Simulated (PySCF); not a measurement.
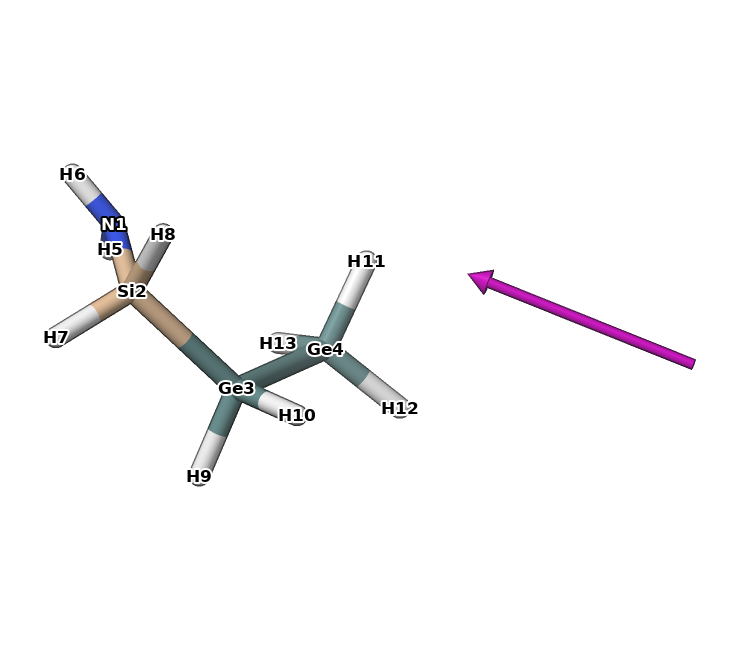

The arrow beside the molecule shows the direction of the dipole moment, from the negative to the positive end (its length means nothing). Computed geometry: GFN2-xTB optimisation. No frequency run is at hand to confirm it as a minimum. Method: ωB97X-D/def2-SVPD, gas phase (PySCF 2.14.0).

Q: Estimate the dipole moment.

A: 1.65 D; it points from the side of H12 to the side of H6 (the outermost atoms at the two ends).

The geometry is semi-empirical. Around Ge, Si such bond lengths and angles can be off by a tenth of an ångström or more and by several degrees, and values that hang on the shape move with them.
